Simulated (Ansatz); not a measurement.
## BaOsO3 (Pm-3m): phonons and vibrational spectra

Aim: the phonons of BaOsO3 (Pm-3m) at a cell relaxed beforehand at this level. After the zone centre comes a 4×4×4 q mesh on a 12×12×12 k mesh.

Calculated with Ansatz 0.2.0; DFT PBEsol, scalar-relativistic, plane waves, PAW; PAW set soft_1.

## 1. Set-up

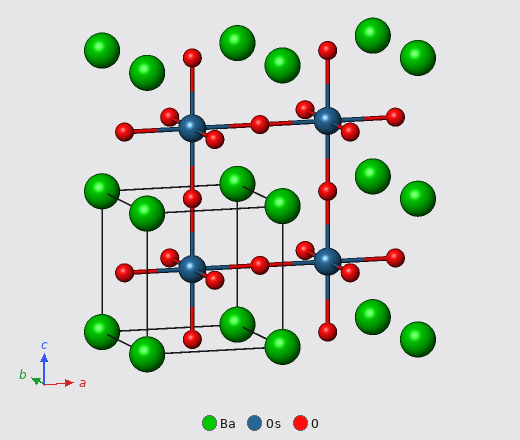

The cell as given, slightly off an axis (barium green, osmium blue, oxygen red). 2×1×2 cells are drawn. Some periodic images of atoms are drawn too.

## 2. Modes at Γ

The cell comes from relaxations at this level that are not shown. The zone centre comes first: it holds the modes that light can see, as far as symmetry allows. No field response is asked, since the mesh shows no gap.

input.yaml reads:

```yaml
crystal:
  lattice:
    - [3.9859941727, 0.0, 0.0]
    - [0.0, 3.9859941727, 0.0]
    - [0.0, 0.0, 3.9859941727]
  atoms:
    - { symbol: Ba, position: [0.0, 0.0, 0.0] }
    - { symbol: Os, position: [0.5, 0.5, 0.5] }
    - { symbol: O, position: [0.0, 0.5, 0.5] }
    - { symbol: O, position: [0.5, 0.0, 0.5] }
    - { symbol: O, position: [0.5, 0.5, 0.0] }
kpoints:
  mp_grid: { grid: [12, 12, 12] }
hamiltonian:
  xc: pbesol
  pseudopotentials: { kind: paw, azcp: { folder: soft_1 }, xc_functional: pbe }
scf:
  occupations: { method: methfessel_paxton, width: 0.2 }
output:
  eigenvalues: true
phonons:
  method: dfpt
```

Command:

```console
$ ansatz run input.yaml --threads 4 --pin off --max-ram 10240MiB --backend cpu --events-out ev --progress --plain --runs-dir out
```

Numbers of over 12 decimals in the logs are rounded to 6 here.

Output:

```text
zone centre: on kpoints.mp_grid the ground state, and the responses unless they are solved on pairs of k-points, stand on 343 of the mesh's 1728 k-points, reduced under 8 symmetry operations, with k and −k counted as one. Each operation leaves every solved displacement unchanged or reverses it
Engine: ansatz 0.2.0, aarch64-unknown-linux-gnu
Pseudopotentials: kind: paw
Pseudopotential: Ba, paw, valence charge 10, recommended cutoff 420 eV (normal), soft_1/Ba.paw.azcp
Pseudopotential: Os, paw, valence charge 16, recommended cutoff 420 eV (normal), soft_1/Os.paw.azcp
Pseudopotential: O, paw, valence charge 6, recommended cutoff 420 eV (normal), soft_1/O.paw.azcp
Functional definition: PBEsol
  exchange = pbesol_x
  correlation = pbesol_c
Crystal: 5 atoms, lattice volume = 63.330 Å³
Basis set: ecut = 420 eV, 1237 PW (Γ), exchange–correlation on 54×54×54 points (8 copies of the dense FFT grid, shifted against one another)
Bands: 27, of which v1, the nominal top of the filled ones, is band 22 counted from 1 (21 counted from 0)
Symmetry: 48 space group operations
k-points: 343 of 1728 (irreducible under 8 space group operations)
Non-local potential: Ba, projectors of the file, l = 0: 3, l = 1: 2, l = 2: 2, l = 3: 2
Non-local potential: Os, projectors of the file, l = 0: 3, l = 1: 2, l = 2: 2, l = 3: 1
Non-local potential: O, projectors of the file, l = 0: 2, l = 1: 2, l = 2: 1
PAW form: soft (Blöchl's): semilocal exchange-correlation on the pseudo side does not see the compensation charge
PAW frozen core: Ba, regenerated for the run's functional, and the local potential with it (the file was generated under x = pbe(κ = 0.804, μ = 0.219515), c = pbe(β = 0.066725))
PAW frozen core: Os, regenerated for the run's functional, and the local potential with it (the file was generated under x = pbe(κ = 0.804, μ = 0.219515), c = pbe(β = 0.066725))
PAW frozen core: O, regenerated for the run's functional, and the local potential with it (the file was generated under x = pbe(κ = 0.804, μ = 0.219515), c = pbe(β = 0.066725))
PAW one-centre angular grid: Ba, 194 points (default); XC on 64 Gauss nodes
PAW one-centre angular grid: Os, 590 points (default); XC on 64 Gauss nodes
PAW one-centre angular grid: O, 110 points (default); XC on 64 Gauss nodes
Initial density: superposition of atomic densities (chi_scale 0.1, normalization cell, long waves kept (reshape's long-wave potential 0.00 eV rms))
Initial wavefunctions: pseudopotential atomic-orbital guess
Functional: x = pbesol(κ = 0.804, μ = 0.123457), c = pbesol(β = 0.046)
SCF iter   1: F=—  HF=-18800.206147 eV  |F-HF|=—  |Δ(HF+E_count)|=         —  Δρ=7.54e-2  dr2=4.68e0  ethr=3.10e-3  ⟨swp⟩=8.3  Hψ=104482  notcnv=0
automatic band count: the SCF goes on with 32 bands, as 27 were too few: they end inside the smearing window of the response
preconditioner: auto → Kerker (q_TF=auto, 2.568 Å⁻¹)  [metal: Δε(μ)=0.027 eV  Ē_g=13.118 eV  σ=0.200 eV  W_gap=0.11  n_scr=18 (ndim 8)  ℏωp=27.2 eV  f_vac=0.000  D(μ)=4.95/eV (n_scr^D=56)]
SCF iter   2: F=—  HF=-18799.427951 eV  |F-HF|=—  |Δ(HF+E_count)|=   7.78e-1  S|Δr|=    0.00e0  Δρ=4.16e-2  dr2=1.88e0  ethr=3.10e-3  ⟨swp⟩=2.8  Hψ=19724  notcnv=0  defer=1134
SCF iter   3: F=—  HF=-18798.884359 eV  |F-HF|=—  |Δ(HF+E_count)|=   5.44e-1  S|Δr|=    0.00e0  Δρ=9.60e-3  dr2=1.72e-1  ethr=3.10e-3  ⟨swp⟩=3.1  Hψ=21009  notcnv=0  defer=1080
SCF iter   4: F=—  HF=-18798.820651 eV  |F-HF|=—  |Δ(HF+E_count)|=   6.37e-2  S|Δr|=    0.00e0  Δρ=3.41e-3  dr2=8.72e-3  ethr=3.90e-4  ⟨swp⟩=2.4  Hψ=20172  notcnv=0  defer=863
SCF iter   5: F=—  HF=-18798.818802 eV  |F-HF|=—  |Δ(HF+E_count)|=   1.85e-3  S|Δr|=    0.00e0  Δρ=6.45e-4  dr2=2.55e-4  ethr=1.98e-5  ⟨swp⟩=2.1  Hψ=14438  notcnv=0  defer=863
SCF iter   6: F=—  HF=-18798.818843 eV  |F-HF|=—  |Δ(HF+E_count)|=   4.12e-5  S|Δr|=    0.00e0  Δρ=1.67e-4  dr2=1.71e-5  ethr=5.80e-7  ⟨swp⟩=2.3  Hψ=15510  notcnv=0  defer=863
SCF iter   7: F=—  HF=-18798.818850 eV  |F-HF|=—  |Δ(HF+E_count)|=   7.54e-6  S|Δr|=    0.00e0  Δρ=4.40e-5  dr2=1.59e-6  ethr=3.89e-8  ⟨swp⟩=2.0  Hψ=16013  notcnv=0  defer=863
SCF iter   8: F=—  HF=-18798.818853 eV  |F-HF|=—  |Δ(HF+E_count)|=   2.51e-6  S|Δr|=    0.00e0  Δρ=9.00e-6  dr2=5.46e-8  ethr=3.61e-9  ⟨swp⟩=2.1  Hψ=15233  notcnv=0  defer=872
SCF iter   9: F=—  HF=-18798.818853 eV  |F-HF|=—  |Δ(HF+E_count)|=   1.16e-8  S|Δr|=    0.00e0  Δρ=1.07e-6  dr2=5.15e-10  ethr=1.24e-10  ⟨swp⟩=2.3  Hψ=15334  notcnv=0  defer=872
SCF iter  10: F=-18798.818853 eV  HF=-18798.818853 eV  |F-HF|=7.28e-12  |Δ(HF+E_count)|=  4.73e-10  S|Δr|=    0.00e0  Δρ=1.67e-7  dr2=8.61e-12  ethr=1.00e-12  ⟨swp⟩=12.1  Hψ=68813  notcnv=0
SCF 1 converged in 10 iterations: F = -18798.818853 eV  dr2 = 8.61e-12
  greatest PAW one-centre occupation: 1.000 electrons in one spin orbital (limit 2), on the Os atom at site 1 (counted from 0), in its partial waves of l = 0
DFPT response loops at Γ: preconditioner auto → Kerker (q_TF=auto, 2.568 Å⁻¹) (partly filled bands, converged f_vac=0.000); β = 1.00, the filter's whole step (`scf.mixing.beta` (0.50) is not read by the response loops under this deck's `scf.mixing.preconditioner`; to damp them name `kerker` or `kerker_dos`, under which they read `scf.mixing.beta`, and type it under 1.00, their step now; both keys bind the ground state too); Broyden in place of MSR1
SCF converged after 10 iterations
Stability not checked: this state was not tested for a lower state beside it, because cold or Methfessel-Paxton smearing, or corrected tetrahedra, fill the levels in a way that the test cannot read (fill_not_monotonic; see scf.lower_state_search)
Free energy (F): -18798.818853 eV
Harris-Foulkes:  -18798.818853 eV  (|F-HF|=7.28e-12)
Internal energy: -18798.805812 eV  (E = F + TS)
E sigma→0 (E₀):  -18798.815593 eV
Entropy (-TS):   -0.013040 eV (-2.608 meV/atom)
Fermi energy:    14.849717 eV
Step filling:    the computed levels leave a gap of 0.0000 eV = 0.0 smearing widths at the electron count; against every level under it full and every level over it empty, smearing changes F+E_penalty+E_count by -6.420 meV and its σ→0 estimate by -3.160 meV
--- Per-component energies (eV) ---
  E_band       = -155.149928
  E_kinetic    = 1159.167868
  E_local      = -2757.488468  (includes V_loc(G=0)·N_el)
  E_nonlocal   = 452.989926
  E_hartree    = 1030.468278
  E_xc         = -641.348843
  E_vxc        = -646.619154  (∫ρ·V_xc dr)
  E_paw        = -14495.721922  (= ΣΔE_a)
  E_vpaw       = -424.139627  (= ΣTr[D̂ρ^β])
  E_aug_tail   = 0.002929  (compensation charges beyond the density's cutoff)
  E_ewald      = -3547.380881
  E_core_change = 0.505299  (= ΣΔE_core)
  E_smearing   = -0.013040  (= −TS)
  E_closure    = -0.000000  (closes the sum)
  Σ components = -18798.818853   (vs F -18798.818853, Δ=0.00e0)
--- Band table (eV; the first three rows and the last of 343) ---
  k-point 0: bands = [... 18 lower, 11.6406, 11.6406, 11.8298, 11.8298, 11.8298, 15.2750, 15.2750, 17.3083, ... 6 higher]
  k-point 1: bands = [... 18 lower, 11.4688, 11.4688, 11.8372, 12.2834, 12.2834, 15.2756, 15.6377, 17.4374, ... 6 higher]
  k-point 2: bands = [... 18 lower, 11.3269, 11.3269, 11.8576, 12.9611, 12.9611, 15.2773, 16.3626, 17.7917, ... 6 higher]
  k-point 342: bands = [... 18 lower, 11.9682, 11.9682, 15.8987, 15.8987, 15.8987, 18.8429, 18.8429, 18.8429, ... 6 higher]
--- Phonons (Γ-DFPT): 4 representative perturbations + reference, on 343 of 1728 k-points (Σ response iterations 12) ---
  k mesh reduced under 8 symmetry operations, with k and −k counted as one. Each operation leaves every solved displacement unchanged or reverses it
  ASR residual: 8.972e-5 → 0.000e0 eV/Å²; symmetrization residual: 1.181e-5 eV/Å²
  ASR residual per site (eV/Å²): 5.31e-5 7.26e-5 8.97e-5 8.97e-5 8.97e-5
  Γ frequencies (cm⁻¹): 0.00 0.00 0.00 122.79 122.79 122.79 237.24 237.24 237.24 255.52 255.52 255.52 580.81 580.81 580.81
  non-analytic LO–TO correction: not included (Born effective charges unavailable; polar crystals: no LO–TO splitting at Γ)
```

It took 1.8 min on 4 threads of Arm Neoverse V1, shared host; peak memory 2.2 GiB.

Numbers from this step:

```yaml
volume_per_atom: 12.67 Å³
gap_on_the_k_mesh: 0 eV
sum_rule_residual_before_enforcement: 8.97e-5 eV/Å²
point_group: m-3m
highest_optical_mode_at_the_zone_centre_no_lo_to_term: 580.8 cm⁻¹
lowest_optical_zone_centre_mode: 122.8 cm⁻¹
```

Patterns of degenerate modes are one choice out of their space. Modes at Γ, with each element's share of the kinetic energy:

```
mode  frequency (cm⁻¹)  symmetry  Ba %  Os %  O %
   1               0.0  acoustic    37    51   13
   2               0.0  acoustic    37    51   13
   3               0.0  acoustic    37    51   13
   4             122.8       T1u    63    33    4
   5             122.8       T1u    63    33    4
   6             122.8       T1u    63    33    4
   7             237.2       T2u     0     0  100
   8             237.2       T2u     0     0  100
   9             237.2       T2u     0     0  100
  10             255.5       T1u     1    11   89
  11             255.5       T1u     1    11   89
  12             255.5       T1u     1    11   89
  13             580.8       T1u     0     6   94
  14             580.8       T1u     0     6   94
  15             580.8       T1u     0     6   94
```

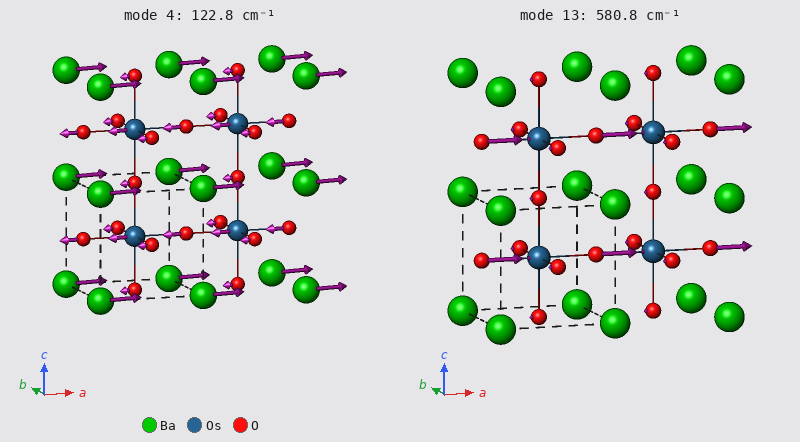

Displacement patterns of modes 4 and 13 at Γ; arrows are exaggerated. 2×1×2 cells are drawn. Some periodic images of atoms are drawn too.

Before it was imposed, the acoustic sum rule was missed by 9.0e-5 eV/Å². Small misses are needed for a sound result but don't prove that mesh and cutoff are converged. The lowest optical mode is real, 123 cm⁻¹.

[end of part 1 of 2]

[Logs are printed without paths, hosts, clocks, repeated set-up lines and the standing remarks that a program may print on its own settings, such as how far it seeks lower states.]

[Hosts, paths, dates, database ids (printed as entryN), source tags and the programs' standing remarks are cut or masked in the printed files.]
